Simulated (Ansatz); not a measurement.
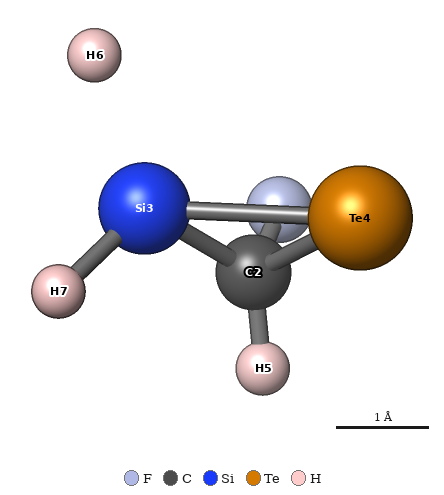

Figure 1. The input geometry of run 1 (ball-and-stick view, seen at a tilt; atoms are numbered from 1 in the order of the input). Sticks are drawn by distance; a stretched bond gets none, so the picture shows separate pieces. Bond lengths as drawn: C–F 1.34 Å, C–H 1.07 Å, C–Si 1.85 Å, C–Te 2.23 Å, H–Si 1.47 Å and Si–Te 2.44 Å.

# CH3FSiTe: one change and its effect

System: CH3FSiTe.
Method of run 1: RHF/def2-TZVP (Ansatz 0.2.0).

Text and figures count atoms from 1; the logs count them from 0 in places.

### Input, run 1
```yaml
crystal:
  periodic: [false, false, false]
  atoms:
    - { symbol: F, position_ang: [-1.171392, -1.442744, 0.617525] }
    - { symbol: C, position_ang: [-0.357747, -0.807844, -0.244663] }
    - { symbol: Si, position_ang: [0.551006, 0.713631, 0.302646] }
    - { symbol: Te, position_ang: [-1.272529, 0.932344, -1.305546] }
    - { symbol: H, position_ang: [0.050109, -1.497862, -0.959302] }
    - { symbol: H, position_ang: [0.069505, 1.188387, 2.014967] }
    - { symbol: H, position_ang: [1.936579, 0.897456, -0.142488] }
basis:
  gaussian: { orbitals: def2-TZVP }
hamiltonian:
  xc: hf
output:
  forces: true
```

Command:
```bash
ansatz run input.yaml --threads 1 --pin off --max-ram 2560MiB --backend cpu --events-out ev --progress --plain --runs-dir out
```

Hardware: 1 thread of Arm Neoverse N1, 98 GiB of memory available, shared host.

### Output (run 1)
```
Engine: ansatz 0.2.0, aarch64-unknown-linux-gnu
Functional definition: HF
  exchange = exact_x
  correlation = 0
1375 factors; their error is unknown
mean field evaluation 1: about -18908.8405 eV, gradient 2.3e1 eV
mean field evaluation 2: about -18910.2090 eV, gradient 1.2e1 eV
mean field evaluation 4: about -18910.5013 eV, gradient 7.7e-1 eV
mean field evaluation 8: about -18910.5052 eV, gradient 5.1e-2 eV
mean field evaluation 16: about -18911.6163 eV, gradient 7.7e-4 eV
mean field -18911.61625568 eV, -694.9890786423 hartree, gradient 8.8e-6 eV, S^2 0.000000; 0 other end points of the search recorded, 0 dependent functions left out
the calculation of the forces begins
reference -18911.61625568 eV, -694.9890786423 hartree; 28, 28 occupied and 139, 139 virtual orbitals, 1375 factors
Total energy: -18911.61625568 eV, -694.9890786423 hartree
Atom 0 at    -1.171392    -1.442744     0.617525 Å, force     0.059312     0.035258    -0.066877 eV/Å
Atom 1 at    -0.357747    -0.807844    -0.244663 Å, force    -0.053723    -0.033883     0.058981 eV/Å
Atom 2 at     0.551006     0.713631     0.302646 Å, force    -1.366061     0.799124     3.064153 eV/Å
Atom 3 at    -1.272529     0.932344    -1.305546 Å, force     0.073731    -0.004117    -0.022309 eV/Å
Atom 4 at     0.050109    -1.497862    -0.959302 Å, force     0.015190    -0.014720     0.006553 eV/Å
Atom 5 at     0.069505     1.188387     2.014967 Å, force     1.269395    -0.877056    -3.319009 eV/Å
Atom 6 at     1.936579     0.897456    -0.142488 Å, force     0.002156     0.095394     0.278508 eV/Å
Dipole moment:     0.476983     0.045355    -0.063880 e Å
```

The input of run 2 differs as follows (lines with − go, lines with + come):
```diff
-    - { symbol: H, position_ang: [0.069505, 1.188387, 2.014967] }
+    - { symbol: H, position_ang: [0.322916, 1.143224, 1.705732] }
```

How does run 2 compare with run 1?

On the same kind of shared host run 2 took about 240 times as long.

### Output (run 2)
```
Engine: ansatz 0.2.0, aarch64-unknown-linux-gnu
Functional definition: HF
  exchange = exact_x
  correlation = 0
1375 factors; their error is unknown
mean field evaluation 1: about -18909.7981 eV, gradient 2.3e1 eV
mean field evaluation 2: about -18911.1409 eV, gradient 1.2e1 eV
mean field evaluation 4: about -18911.4186 eV, gradient 7.0e-1 eV
mean field evaluation 8: about -18911.4212 eV, gradient 4.5e-2 eV
mean field evaluation 16: about -18912.5324 eV, gradient 7.8e-4 eV
mean field -18912.53239666 eV, -695.0227462025 hartree, gradient 9.4e-6 eV, S^2 0.000000; 0 other end points of the search recorded, 0 dependent functions left out
the calculation of the forces begins
reference -18912.53239666 eV, -695.0227462025 hartree; 28, 28 occupied and 139, 139 virtual orbitals, 1375 factors
Total energy: -18912.53239666 eV, -695.0227462025 hartree
Atom 0 at    -1.171392    -1.442744     0.617525 Å, force     0.001530     0.000895    -0.003539 eV/Å
Atom 1 at    -0.357747    -0.807844    -0.244663 Å, force    -0.004159    -0.000659     0.007969 eV/Å
Atom 2 at     0.551006     0.713631     0.302646 Å, force    -0.064445     0.116089     0.363494 eV/Å
Atom 3 at    -1.272529     0.932344    -1.305546 Å, force     0.003409     0.001303     0.004025 eV/Å
Atom 4 at     0.050109    -1.497862    -0.959302 Å, force     0.002259    -0.000590     0.000962 eV/Å
Atom 5 at     0.322916     1.143224     1.705732 Å, force     0.063578    -0.118290    -0.378183 eV/Å
Atom 6 at     1.936579     0.897456    -0.142488 Å, force    -0.002172     0.001252     0.005272 eV/Å
Dipole moment:     0.452714     0.062649     0.029287 e Å
```

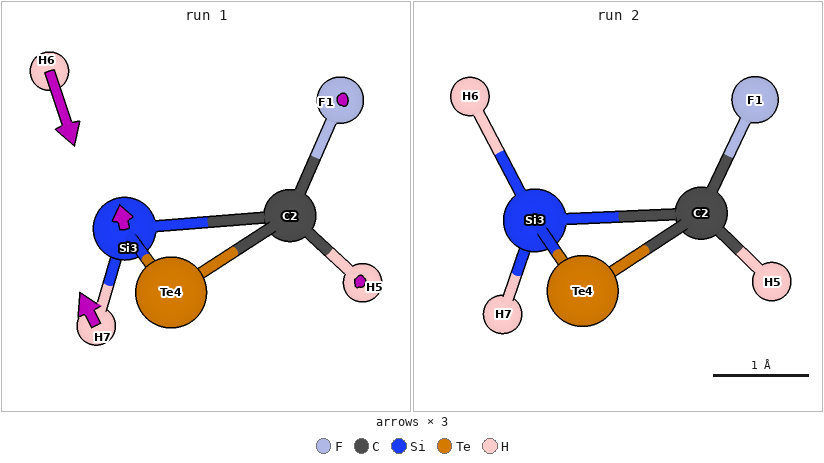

Figure 2. The two input geometries at one scale (ball-and-stick view, seen at a tilt). The pink arrows on the first give the shifts of the atoms after the best rigid fit, magnified 3 times. The atom that moves furthest after the best rigid fit is H6 (0.28 Å). Largest moves by element: H 0.28 Å, Si 0.09 Å, F 0.04 Å, C 0.03 Å, Te 0.02 Å. Among the contacts that change: Si3–H6 1.841 → 1.485 Å.

### The two runs side by side

```csv
quantity,run 1,run 2
outcome,converged,converged
total energy (hartree),−694.989079,–
largest force (eV/Å),3.660,–
basis functions,167,–
wall time (shared host),9.8 s,40 min
```
